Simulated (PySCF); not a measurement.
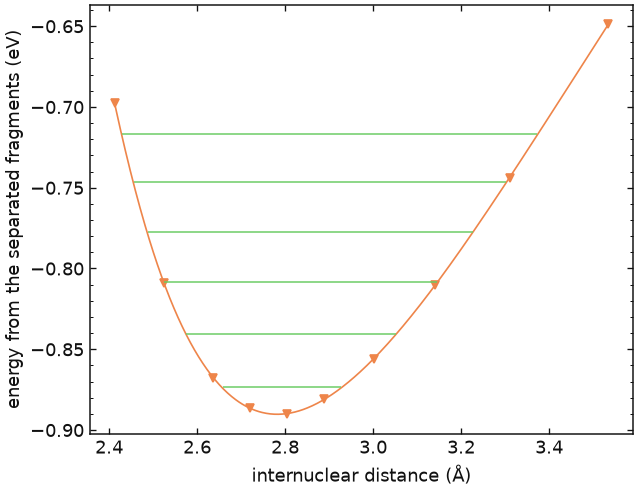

Bond curve of BeAl⁺, singlet. PBE/def2-TZVP in PySCF, UKS. One reference determinant with the occupation held, the lowest that a PBE0 search over spins and occupations found; no spin-orbit coupling. Zero is the separated fragments in their ground configurations, without counterpoise. The fragments are Be + Al⁺. 2 further points of the run are not drawn. Horizontal lines: vibrational levels from ωe and ωexe, starting at v = 0.

Q: What constants does a Dunham fit to the curve give (main isotopes)?

A: re = 2.782 Å, ωe = 270 cm⁻¹, ωexe = 2.9 cm⁻¹, De = 0.89 eV, Be = 0.322 cm⁻¹.

Q: How stiff is the bond?

A: The force constant is 0.29 mdyn/Å, which gives ωe = 270 cm⁻¹.

Note: a spin-polarised solution may lie slightly lower.
